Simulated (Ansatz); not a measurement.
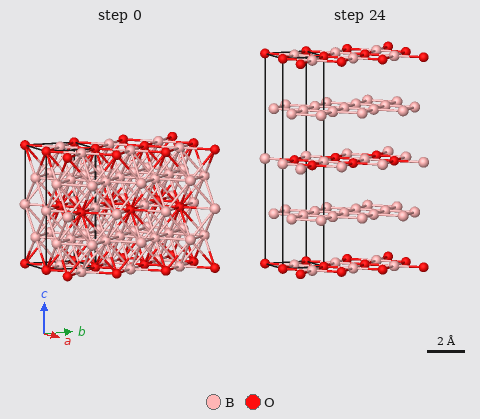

The structure of a crystal of B₃O (built on the TiAl3 (D0_22)_139 type) (coarse preliminary run) before (left) and after (right) a relaxation, at one scale.

A ball-and-stick model of the conventional cell (2 times the calculation's cell), repeated 2 × 3 × 1 with one cell outlined, seen slightly off an axis. Lengths and directions refer to the drawn axes.

Case: TiAl3 (D0_22) type (I4/mmm, No. 139).

Computed with DFT PBE, scalar-relativistic, plane waves, PAW in Ansatz. Set-up: plane-wave cutoff 420 eV; k-point mesh 8 × 8 × 8; occupations gaussian; smearing width 0.1 eV; no spin polarisation; cell and atoms relaxed; force threshold 0.04 eV/Å; at most 70 steps.

### Describe what moved and what it gained.

The atoms keep their places relative to the cell (all moves are under 0.005 Å). The drawn cell changes as follows: a = b 2.894 → 2.418 Å (−16.5 %), c 6.466 → 11.463 Å (+77.3 %); the volume changes by +23.7 %. Near-neighbour distances that change, for instance: B–O 2.170 → 3.110 Å, B–B 2.170 → 3.110 Å, B–O 2.047 → 1.710 Å, B–B 2.047 → 1.710 Å. The space group stays I4/mmm (No. 139). Over 20 accepted moves (24 points after the start) the energy falls by 3.317 eV per cell of the calculation. All forces vanish by symmetry, so only the cell relaxes. The pressure goes from 10.22 to 0.04 GPa. At 4 points the geometry stayed and the basis and grid were re-selected for the new cell (energy shift of 0.788 eV per cell of the calculation at most each time).
